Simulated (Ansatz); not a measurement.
# ClH3OSiZn: inputs that go wrong

Aim: try 4 inputs for ClH3OSiZn as typed, read how each ends, and find what has to change.

Program: Ansatz 0.2.0, Gaussian basis. Level of theory: the settings change from run to run. These are calculated values, not measurements.

**1. The relaxed structure**

The structure was relaxed beforehand with PBE0-D4 in a triple-zeta def2 set.

7 atoms, charge 0, spin multiplicity 1.

Atoms are counted from 1 here; the program's logs count them from 0.

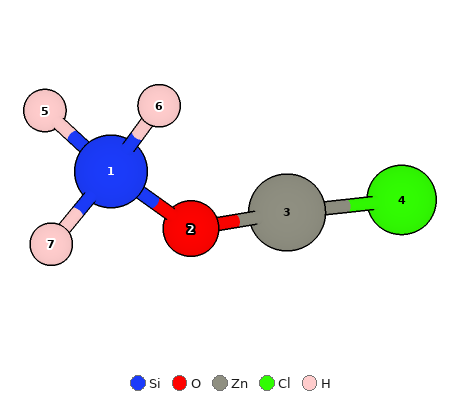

The geometry (silicon blue, oxygen red, zinc grey, chlorine green, hydrogen pink); atoms are numbered from 1 in the order of the file.

**2. Attempt 1**

Input file in.yaml:

```yaml
crystal:
  periodic: [false, false, false]
  atoms:
    - {symbol: Si, position_ang: [-0.698399, 1.279453, 0.423154]}
    - {symbol: O, position_ang: [-0.433020, -0.714675, 0.132683]}
    - {symbol: Zn, position_ang: [0.962924, -2.225992, -0.623162]}
    - {symbol: Cl, position_ang: [2.541852, -4.095909, -1.491687]}
    - {symbol: H, position_ang: [-0.618990, 2.214961, -1.186784]}
    - {symbol: H, position_ang: [0.609961, 1.979868, 1.550546]}
    - {symbol: H, position_ang: [-2.364329, 1.562294, 1.195262]}
basis:
  gaussian: {orbitals: cc-pVDZ, fitting: {mean_field: cc-pVTZ-jkfit}}
total_charge: 1
magnetization: {spin_polarized: true, initial_magnetization: 1}
hamiltonian: {xc: {name: PBE0}, dispersion: d3bj}
output: {forces: true}
```

Run with:

```bash
$ ansatz run in.yaml --threads 4 --pin off --events-out ev --progress --plain --max-ram 10444MiB
```

Output:

```text
Functional definition: PBE0
  name "PBE0"
  cite "Adamo & Barone, J. Chem. Phys. 110, 6158 (1999) doi:10.1063/1.478522"
  cite "Perdew, Burke & Ernzerhof, Phys. Rev. Lett. 77, 3865 (1996) doi:10.1103/PhysRevLett.77.3865"
  parent pbe
  parameter a = 0.25
  parameter kappa = 0.804
  parameter beta = 0.06672455060314922
  exchange = (1 - a)*pbe_x(kappa = kappa, mu = beta*pi^2/3) + a*exact_x
  correlation = pbe_c(beta = beta)
Error: <dir> the basis set cc-pVTZ-JKFIT has no functions for Zn
```

It took 0.05 s on 4 threads of Arm Neoverse V1, shared host.

What is wrong: The program refused the input. The fitting set named has no entry for an element of this molecule. Cure: leave the fitting key out, or name a set that covers all elements and suits the basis. The input also asks for charge 1 and multiplicity 2, not those of the species named; set them back first. Its coordinates are also moved off the relaxed structure.

**3. Attempt 2**

Input file in.yaml:

```yaml
crystal:
  periodic: [false, false, false]
  atoms:
    - {symbol: Si, position_ang: [-0.558719, 1.023562, 0.338524]}
    - {symbol: O, position_ang: [-0.346416, -0.571740, 0.106146]}
    - {symbol: Zn, position_ang: [0.770339, -1.780793, -0.498529]}
    - {symbol: Cl, position_ang: [2.033482, -3.276727, -1.193349]}
    - {symbol: H, position_ang: [-0.495192, 1.771968, -0.949428]}
    - {symbol: H, position_ang: [0.487969, 1.583894, 1.240437]}
    - {symbol: H, position_ang: [-1.891463, 1.249836, 0.956209]}
basis:
  gaussian: {orbitals: cc-pVTZ-PP}
hamiltonian: {xc: {name: SPW92}, pseudopotentials: {relativity: scalar}}
accuracy: high
output: {forces: true}
```

Same command.

Output:

```text
Functional definition: SPW92
  name "SPW92"
  cite "Dirac, Proc. Camb. Phil. Soc. 26, 376 (1930) doi:10.1017/S0305004100016108"
  cite "Slater, Phys. Rev. 81, 385 (1951) doi:10.1103/PhysRev.81.385"
  cite "Perdew & Wang, Phys. Rev. B 45, 13244 (1992) doi:10.1103/PhysRevB.45.13244"
  exchange = slater_x
  correlation = pw_c
Error: <dir> the basis set cc-pVTZ-PP has no functions for Si
```

Run time: 0.05 s. Hardware: 4 threads of Arm Neoverse V1, shared host.

**Diagnosis.** Refused before any calculation. The basis set is misnamed or doesn't suit the job. Fix: name an orbital basis set that the library holds for every element here.

**4. Attempt 3**

Input file in.yaml:

```yaml
crystal:
  periodic: [false, false, false]
  atoms:
    - {symbol: Si, position_ang: [-0.558719, 1.023562, 0.338524]}
    - {symbol: O, position_ang: [-0.346416, -0.571740, 0.106146]}
    - {symbol: Zn, position_ang: [0.770339, -1.780793, -0.498529]}
    - {symbol: Cl, position_ang: [2.033482, -3.276727, -1.193349]}
    - {symbol: H, position_ang: [-0.495192, 1.771968, -0.949428]}
    - {symbol: H, position_ang: [0.487969, 1.583894, 1.240437]}
    - {symbol: H, position_ang: [-1.891463, 1.249836, 0.956209]}
basis:
  gaussian: {orbitals: def2-SVP, final_grid: {core_spheres: 1, valence_spheres: 1, degree: 3}}
hamiltonian: {xc: {name: PBE}}
```

The command is unchanged.

Output:

```text
Functional definition: PBE
  name "PBE"
  cite "Perdew, Burke & Ernzerhof, Phys. Rev. Lett. 77, 3865 (1996) doi:10.1103/PhysRevLett.77.3865"
  parent pbe
  parameter kappa = 0.804
  parameter beta = 0.06672455060314922
  exchange = pbe_x(kappa = kappa, mu = beta*pi^2/3)
  correlation = pbe_c(beta = beta)
1066 factors; their error is unknown
mean field evaluation 1: about -70875.1069 eV, gradient 7.6e1 eV
mean field evaluation 2: about -70776.2706 eV, gradient 2.1e2 eV
mean field evaluation 4: about -70883.4508 eV, gradient 2.6e1 eV
mean field evaluation 8: about -70884.6033 eV, gradient 1.0e-1 eV
mean field evaluation 16: about -71050.4049 eV, gradient 6.8e1 eV
mean field evaluation 32: about -71120.3997 eV, gradient 2.2e-5 eV
mean field evaluation 64: about -71120.1498 eV, gradient 4.1e0 eV
mean field evaluation 96: about -71108.8293 eV, gradient 1.9e1 eV
a density is far from that of the atoms, so the factors are made again for it
1057 factors; integrals over basis functions are off by at most 1.2e-4 eV
mean field evaluation 128: about -71119.8396 eV, gradient 1.4e1 eV
mean field -71120.39308029 eV, -2613.6262385669 hartree, gradient 4.1e-5 eV, S^2 0.000000; 0 other end points of the search recorded, 0 dependent functions left out
reference -71120.39315952 eV, -2613.6262414784 hartree; 36, 36 occupied and 60, 60 virtual orbitals, 1057 factors
Total energy: -71120.39315952 eV, -2613.6262414784 hartree
```

It took 4.5 s on 4 threads of Arm Neoverse V1, shared host.

Diagnosis: It ended without an error, which proves nothing about the input. The integration grid is far too coarse. Its energy carries the error of the grid. Fix: drop final_grid and take the default grid.

**5. Attempt 4**

Input file in.yaml:

```yaml
crystal:
  periodic: [false, false, false]
  atoms:
    - {symbol: Si, position_ang: [-0.558719, 1.023562, 0.338524]}
    - {symbol: O, position_ang: [-0.346416, -0.571740, 0.106146]}
    - {symbol: Zn, position_ang: [0.770339, -1.780793, -0.498529]}
    - {symbol: Cl, position_ang: [2.033482, -3.276727, -1.193349]}
    - {symbol: H, position_ang: [-0.495192, 1.771968, -0.949428]}
    - {symbol: H, position_ang: [0.487969, 1.583894, 1.240437]}
    - {symbol: H, position_ang: [-1.891463, 1.249836, 0.956209]}
basis:
  gaussian: {orbitals: def2-mTZVPP}
hamiltonian: {xc: {name: HF}, dispersion: d4}
output: {forces: true}
```

The command is unchanged.

Output:

```text
Functional definition: HF
  name "HF"
  cite "Fock, Z. Phys. 61, 126 (1930) doi:10.1007/BF01340294"
  parent pbe
  exchange = exact_x
  correlation = 0
1217 factors; integrals over basis functions are off by at most 1.1e-3 eV
mean field evaluation 1: about -70828.0919 eV, gradient 4.3e1 eV
mean field evaluation 2: about -70828.1193 eV, gradient 4.3e1 eV
mean field evaluation 4: about -70831.6156 eV, gradient 4.3e0 eV
mean field evaluation 8: about -70831.6546 eV, gradient 6.1e-1 eV
mean field -70831.65529625 eV, -2603.0153207167 hartree, gradient 2.3e-5 eV, S^2 0.000000; 0 other end points of the search recorded, 0 dependent functions left out
the calculation of the forces begins
reference -70831.65529625 eV, -2603.0153207167 hartree; 36, 36 occupied and 90, 90 virtual orbitals, 1217 factors
Total energy: -70832.13514487 eV, -2603.0329548283 hartree
Atom 0 at    -0.558719     1.023562     0.338524 Å, force    -0.121617    -0.496962     0.011267 eV/Å
Atom 1 at    -0.346416    -0.571740     0.106146 Å, force    -0.251962     1.140293     0.211127 eV/Å
Atom 2 at     0.770339    -1.780793    -0.498529 Å, force    -0.240474     0.184036     0.123699 eV/Å
Atom 3 at     2.033482    -3.276727    -1.193349 Å, force     0.535536    -0.614325    -0.292930 eV/Å
Atom 4 at    -0.495192     1.771968    -0.949428 Å, force     0.007837    -0.133938     0.199421 eV/Å
Atom 5 at     0.487969     1.583894     1.240437 Å, force    -0.151593    -0.103620    -0.155182 eV/Å
Atom 6 at    -1.891463     1.249836     0.956209 Å, force     0.222274     0.024516    -0.097402 eV/Å
Dipole moment:    -0.023059     0.086635     0.017755 e Å
```

Run time: 1.2 s. Hardware: 4 threads of Arm Neoverse V1, shared host.

The program accepted this input and the run converged.

**6. How the tries ended**

```csv
attempt,level,ended,cause,time
1,PBE0/cc-pVDZ,refused,the fitting set named has no entry for an element of this molecule,0.05 s
2,SPW92/cc-pVTZ-PP,refused,the basis set is misnamed or doesn't suit the job,0.05 s
3,PBE/def2-SVP,converged,the integration grid is far too coarse,4.5 s
4,HF/def2-mTZVPP,converged,,1.2 s
```

**Reading.** 2 refused, 2 converged. A refusal costs next to no computing time. The dangerous case is the input that converges on a wrong geometry, charge, spin, basis or grid: often only a look at the input shows it.
